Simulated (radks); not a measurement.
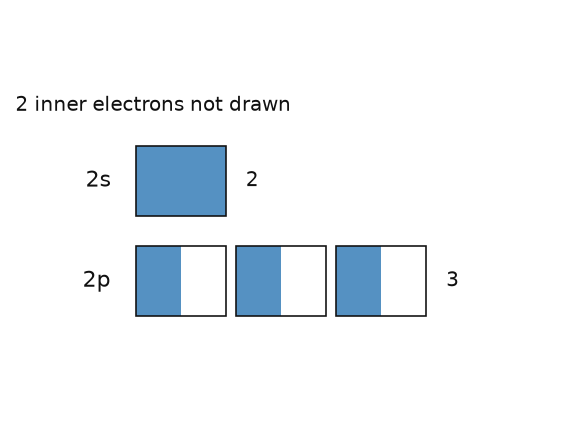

**Figure 1.** The outer shells as the input fills them: a box for each of the 2l + 1 orbitals, shaded by the share of the shell that is filled, with the electron count at the right.

**Run report: N, atomic calculation**

- system: atomic nitrogen (N) in the configuration [He] 2s2 2p3 (high spin).
- method: non-relativistic Kohn-Sham, PW91, spin-polarised, spherical densities, point nucleus (the in-house radial solver radks)

Key numbers:

- outcome: converged
- total energy: −54.578663 hartree
- kinetic energy: 54.421068 hartree
- electron–nucleus energy: −128.340283 hartree
- Hartree energy: 26.095764 hartree
- exchange–correlation energy: −6.755213 hartree
- radius at density 0.001 e/bohr³: 3.41 bohr
- SCF iterations: 14
- hardware: 1 CPU thread, shared host

Input file:
```
Z 7
configuration [He] 2s2 2p3
relativity non-relativistic
functional pw91,pw91
spin polarised
nucleus point
```

Energies in input and log are in hartree, lengths in bohr.

Output:
```
1s      1   1.0000         -14.12314418
2s      1   1.0000          -0.73092767
2p      1   3.0000          -0.30789027
1s      2   1.0000         -14.06545416
2s      2   1.0000          -0.56261438
2p      2   0.0000          -0.15345724
Etot -54.578663412716
Ekin 54.421068270019326
Encl -128.34028263903204
Eh 26.09576367040531
Exc -6.755212714108604
err 2.2463682748357038e-10
it 14
```

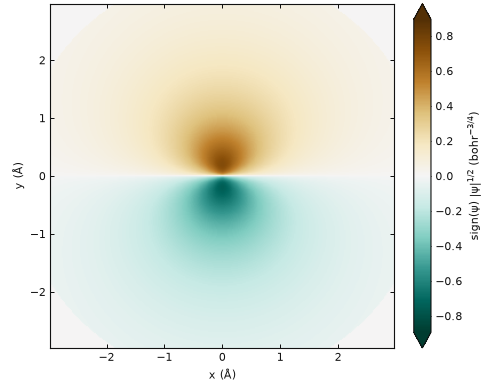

**Figure 2.** The 2p(y) orbital of down spin. In the xy plane through the nucleus, the colour gives the signed square root of ψ. (1 bohr = 0.529 Å.) The radial function comes from the spherical calculation and is multiplied by a real spherical harmonic; the overall sign is chosen so that the largest lobe of P(r) is positive. It has the nodal plane xz and no radial node. The maximum of P² lies at 1.01 bohr, ⟨r⟩ = 1.66 bohr, 90 % of the charge lies within 2.99 bohr, and the eigenvalue is −4.18 eV (the orbital is empty).

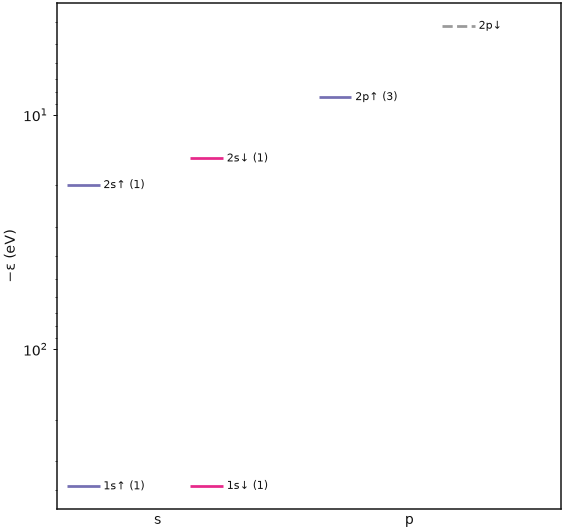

**Figure 3.** The occupied levels and a few empty ones, on a logarithmic scale of binding energy, are drawn by angular momentum (occupations in brackets, up spins at the left of each column and down spins at the right, empty levels dashed). The highest occupied level is 2p up at −8.38 eV. From the top down the occupied levels run 2p up (−8.38 eV), 2s down (−15.3 eV), 2s up (−19.9 eV), 1s down (−382.7 eV), 1s up (−384.3 eV). The lowest empty level drawn is 2p down at −4.18 eV. The largest exchange splitting (down less up) among the shells drawn in both spins is that of 2s, 4.58 eV. The measured ionisation energy (NIST) is 14.5 eV; minus the highest level, 8.38 eV, lies 42 % below it, as is usual for a semilocal functional, whose potential decays too fast.

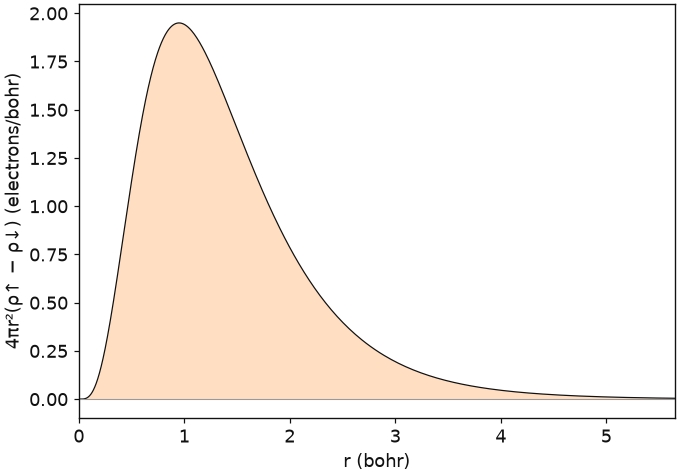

**Figure 4.** The radial spin density. The curve integrates to 3 unpaired electrons, held by 2p (+3). Its largest value, 1.95 electrons/bohr, lies near r = 0.95 bohr. Regions of the opposite sign are negligible. At the nucleus the spin density is −0.0276 bohr⁻³.
